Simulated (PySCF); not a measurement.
# Run report: C6H14O, geometry relaxation (part 2 of 2)

The same run, continued: C6H14O; PBE0-D3(BJ)/def2-SVP geometry optimisation from a GFN2-xTB Hessian, gas phase (PySCF 2.14.0). 

## Trajectory as extended XYZ, continued
```
21
Properties=species:S:1:pos:R:3:forces:R:3 step=8 energy=-8481.96129
C     3.3729   -0.0703    0.5302    0.0010   0.0070   0.0010
C     1.9176    0.0496    0.9527    0.0020  -0.0110  -0.0050
C     0.9343   -0.1554   -0.1916   -0.0020  -0.0010   0.0040
C    -0.5230   -0.0182    0.2214    0.0000   0.0000  -0.0040
C    -1.5027   -0.2320   -0.9230   -0.0080   0.0080  -0.0050
C    -2.9479   -0.0017   -0.5330    0.0170  -0.0020   0.0050
O    -3.1018    1.3401   -0.1435    0.0940  -0.0330  -0.0320
H     4.0578    0.0809    1.3786    0.0000  -0.0010  -0.0030
H     3.5851   -1.0643    0.1043    0.0010  -0.0040  -0.0010
H     3.6272    0.6762   -0.2396    0.0030  -0.0020   0.0000
H     1.7420    1.0417    1.4044   -0.0030   0.0090   0.0030
H     1.7011   -0.6824    1.7511   -0.0020  -0.0020   0.0020
H     1.0996   -1.1525   -0.6405    0.0010  -0.0020   0.0000
H     1.1543    0.5711   -0.9952    0.0010   0.0010  -0.0030
H    -0.7454   -0.7380    1.0309    0.0010  -0.0010   0.0030
H    -0.6982    0.9830    0.6490    0.0010  -0.0010   0.0000
H    -1.2572    0.4536   -1.7532   -0.0010  -0.0040   0.0030
H    -1.4042   -1.2559   -1.3241   -0.0030   0.0050   0.0010
H    -3.6045   -0.2510   -1.3913    0.0020  -0.0030   0.0020
H    -3.2175   -0.6959    0.2906    0.0000   0.0090  -0.0060
H    -3.9845    1.4520    0.2145   -0.1030   0.0270   0.0350
21
Properties=species:S:1:pos:R:3:forces:R:3 step=9 energy=-8481.96143
C     3.3738   -0.0699    0.5295    0.0000   0.0000  -0.0020
C     1.9184    0.0469    0.9528    0.0000  -0.0010   0.0010
C     0.9347   -0.1554   -0.1916    0.0000   0.0020   0.0000
C    -0.5222   -0.0173    0.2221   -0.0020  -0.0020  -0.0010
C    -1.5030   -0.2311   -0.9214    0.0030  -0.0010   0.0000
C    -2.9476   -0.0025   -0.5300    0.0000  -0.0010   0.0030
O    -3.1027    1.3396   -0.1431   -0.0220  -0.0030   0.0130
H     4.0588    0.0788    1.3782    0.0000  -0.0010  -0.0010
H     3.5867   -1.0622    0.0999    0.0010  -0.0010   0.0000
H     3.6274    0.6795   -0.2376    0.0010   0.0000  -0.0010
H     1.7417    1.0376    1.4079   -0.0010   0.0010  -0.0010
H     1.7029   -0.6877    1.7490   -0.0010  -0.0010   0.0010
H     1.0989   -1.1520   -0.6419    0.0010  -0.0040  -0.0010
H     1.1551    0.5720   -0.9942    0.0010   0.0020  -0.0030
H    -0.7443   -0.7367    1.0320   -0.0010  -0.0010   0.0020
H    -0.6965    0.9839    0.6496    0.0000   0.0020   0.0010
H    -1.2591    0.4547   -1.7516    0.0000   0.0010  -0.0010
H    -1.4043   -1.2547   -1.3229   -0.0010   0.0000   0.0000
H    -3.6045   -0.2551   -1.3872    0.0010   0.0010   0.0010
H    -3.2155   -0.6952    0.2953    0.0000   0.0020  -0.0030
H    -3.9940    1.4573    0.1978    0.0170   0.0030  -0.0090
21
Properties=species:S:1:pos:R:3:forces:R:3 step=10 energy=-8481.96143
C     3.3740   -0.0700    0.5296    0.0000   0.0010   0.0010
C     1.9186    0.0471    0.9524    0.0000  -0.0030  -0.0010
C     0.9350   -0.1560   -0.1918    0.0000   0.0030   0.0000
C    -0.5219   -0.0170    0.2221   -0.0010   0.0000  -0.0010
C    -1.5031   -0.2305   -0.9210    0.0020  -0.0020   0.0010
C    -2.9476   -0.0027   -0.5292    0.0000  -0.0030   0.0000
O    -3.1029    1.3382   -0.1390   -0.0270   0.0050   0.0150
H     4.0589    0.0783    1.3784    0.0000   0.0000   0.0010
H     3.5868   -1.0622    0.1000    0.0010  -0.0050  -0.0020
H     3.6282    0.6794   -0.2373    0.0020   0.0020  -0.0040
H     1.7419    1.0380    1.4066   -0.0010   0.0050   0.0020
H     1.7029   -0.6868    1.7491   -0.0010  -0.0030   0.0030
H     1.0989   -1.1531   -0.6411    0.0000  -0.0050  -0.0010
H     1.1556    0.5706   -0.9951    0.0010   0.0020  -0.0020
H    -0.7442   -0.7360    1.0324    0.0000  -0.0010   0.0010
H    -0.6954    0.9844    0.6495    0.0000   0.0010   0.0010
H    -1.2596    0.4557   -1.7511    0.0010   0.0020  -0.0010
H    -1.4044   -1.2538   -1.3230    0.0000  -0.0010   0.0000
H    -3.6041   -0.2531   -1.3872    0.0000   0.0000   0.0000
H    -3.2158   -0.6974    0.2941    0.0000   0.0000   0.0000
H    -3.9971    1.4572    0.1942    0.0230   0.0010  -0.0100
21
Properties=species:S:1:pos:R:3:forces:R:3 step=11 energy=-8481.96142
C     3.3743   -0.0701    0.5298    0.0000   0.0000   0.0000
C     1.9187    0.0478    0.9519   -0.0010   0.0000   0.0000
C     0.9353   -0.1576   -0.1921    0.0000   0.0000  -0.0010
C    -0.5215   -0.0166    0.2217    0.0000   0.0010   0.0020
C    -1.5031   -0.2289   -0.9213    0.0000  -0.0010   0.0010
C    -2.9477   -0.0029   -0.5285   -0.0020   0.0000  -0.0010
O    -3.1033    1.3361   -0.1319   -0.0060   0.0040   0.0050
H     4.0588    0.0792    1.3787    0.0010   0.0010   0.0020
H     3.5874   -1.0630    0.1019    0.0000  -0.0040  -0.0020
H     3.6291    0.6782   -0.2379    0.0000   0.0020  -0.0040
H     1.7416    1.0398    1.4039    0.0010   0.0020   0.0000
H     1.7026   -0.6844    1.7501    0.0000  -0.0010   0.0010
H     1.0988   -1.1561   -0.6388   -0.0010  -0.0010  -0.0010
H     1.1565    0.5668   -0.9973    0.0000   0.0000   0.0000
H    -0.7448   -0.7349    1.0323    0.0000   0.0000  -0.0010
H    -0.6935    0.9852    0.6488    0.0000  -0.0010   0.0000
H    -1.2603    0.4585   -1.7505    0.0010   0.0020  -0.0010
H    -1.4042   -1.2517   -1.3247    0.0010  -0.0010  -0.0010
H    -3.6038   -0.2496   -1.3878   -0.0010   0.0000  -0.0010
H    -3.2161   -0.7015    0.2915    0.0000  -0.0020   0.0020
H    -4.0001    1.4561    0.1927    0.0070  -0.0010  -0.0020
```

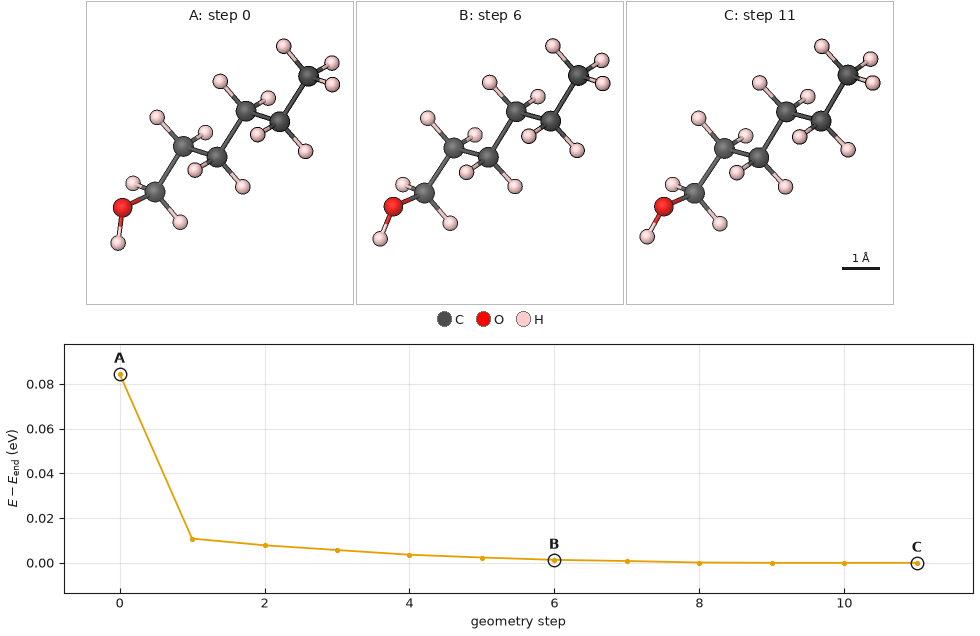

*Frames of the relaxation (ball-and-stick view, seen at a tilt) above the curves, on which the letters mark them (steps are counted from 0).*

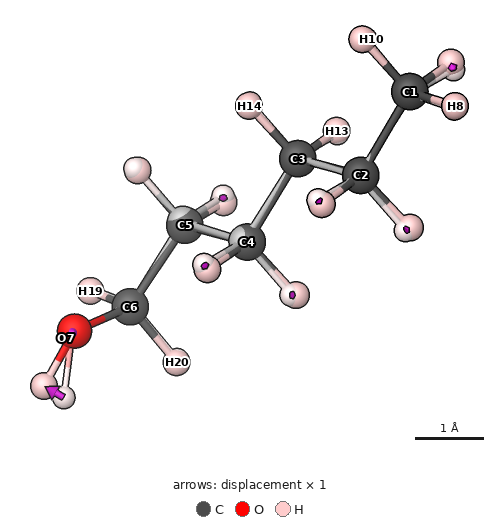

*Start (faint) and end (solid) with the displacements as pink arrows, at true length (ball-and-stick view, seen at a tilt). The two geometries are laid on each other by the best rigid fit.*

Over 11 geometry steps the energy falls by 0.085 eV. Largest force component: 1 eV/Å at the start, 0.007 eV/Å at the end. The largest move after the best rigid fit is that of H21, 0.34 Å. By element the largest moves are H 0.34 Å, O 0.09 Å, C 0.07 Å. Among the contacts that change: C6–O7 1.420 → 1.405 Å, C6–H19 1.095 → 1.109 Å, O7–H21 0.972 → 0.961 Å, C5–C6 1.524 → 1.514 Å. Among the angles that change: O7–C6–H19 108.3° → 111.4°, O7–C6–H20 108.8° → 111.4°, C2–C3–C4 111.3° → 113.7°. (Atoms are counted from 1 in the order of the input.)

This output came from the following input.

## Input
```
{"job": {"kind": "geom", "xc": "PBE0", "basis": "def2-SVP", "d3": "d3bj", "grid": 1, "maxiter": 40}, "charge": 0, "multiplicity": 1}
C      3.341958    -0.113003     0.539406
C      1.892422     0.081880     0.954587
C      0.938077    -0.153492    -0.215948
C     -0.519348     0.043316     0.205953
C     -1.474293    -0.194306    -0.967600
C     -2.935020    -0.037214    -0.563015
O     -3.185507     1.301905    -0.161529
H      4.006815     0.060192     1.391392
H      3.512652    -1.131708     0.176859
H      3.619659     0.586123    -0.255856
H      1.763090     1.099195     1.341946
H      1.656598    -0.609170     1.772228
H      1.074746    -1.170904    -0.602284
H      1.180674     0.537502    -1.032490
H     -0.761882    -0.649134     1.021232
H     -0.651573     1.059931     0.595035
H     -1.240627     0.521570    -1.765018
H     -1.320877    -1.202454    -1.369538
H     -3.585430    -0.268764    -1.412389
H     -3.186771    -0.707414     0.265145
H     -3.920652     1.276428     0.474396
```

The first line tells a small driver script what to run in PySCF; the rest is the geometry in Å.

Launch command:
```bash
OMP_NUM_THREADS=1 python <driver script> task.json out
```

## Key numbers

```tsv
quantity	value
outcome	converged
total energy	−311.706336 hartree
hardware	1 CPU thread, shared host
wall time	2.4 min
peak memory	0.67 GiB
```
